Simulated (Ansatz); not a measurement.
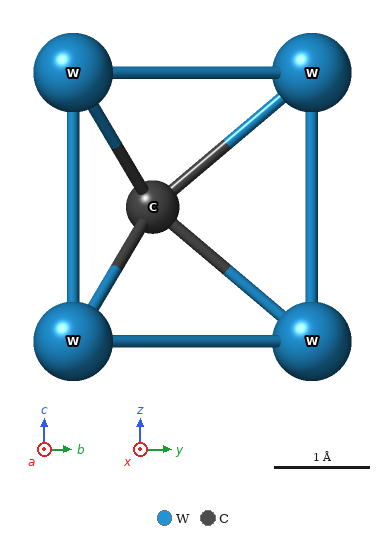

A scan of a crystal of WC (P-6m2): the ratio of the cell's length along z to its lengths across, counted as 1 for the reference, is changed at fixed volume (a c/a path), with the atoms kept at their fractional coordinates. x, y and z are the Cartesian axes of the input. The picture shows the reference cell. A ball-and-stick model of the cell of the calculation, seen along the a axis.

Level of theory: DFT PBEsol, scalar-relativistic, plane waves, PAW in Ansatz. Set-up: plane-wave cutoff 420 eV; k-point mesh 24 × 24 × 18; occupations gaussian; smearing width 0.15 eV; no spin polarisation. Energies (free energies at the smearing named) are counted from the cell as listed in its source, which wasn't relaxed.

The input:
```yaml
crystal:
  lattice:
    - [2.900501436, 0.0, 0.0]
    - [-1.450250718, 2.5119079273, 0.0]
    - [0.0, 0.0, 2.829]
  atoms:
    - { symbol: W, position: [0.0, 0.0, 0.0] }
    - { symbol: C, position: [0.6666666667, 0.3333333333, 0.5] }
basis:
  ecutwfc: 420
kpoints:
  mp_grid: { grid: [24, 24, 18] }
hamiltonian:
  xc: pbesol
scf:
  occupations: { method: gaussian, width: 0.15 }
output:
  forces: true
  stress: true
  eigenvalues: true
  write_density: true
  write_potential: true
  elf: true
  volumetric_format: npy
```

Run as
```bash
ansatz run input.yaml --threads 1 --pin off --max-ram 2560MiB --backend cpu --events-out ev --progress --plain --runs-dir out
```

Question: Predict the energy profile (the relative ratio: 0.80, 0.85, 0.92, 0.96, 1.00, 1.05, 1.10, 1.20, 1.30).

Answer:
```
axial ratio over its reference value  E − E(ref) (meV/atom)
                                0.80                    815
                                0.85                    429
                                0.92                    111
                                0.96                     26
                                1.00                      0
                                1.05                     37
                                1.10                    139
                                1.20                    485
                                1.30                    940
```

Of the computed points the lowest is at the relative ratio 1.00, 0 meV/atom. The end points stand at 815 meV/atom (0.80) and 940 meV/atom (1.30). The unrelaxed reference is under a pressure of −0.7 GPa. The distortion keeps the space group P-6m2. At the relative ratio 1.30 the cell of the drawing goes a 2.901 → 2.658 Å, b 2.901 → 2.658 Å, c 2.829 → 3.370 Å.
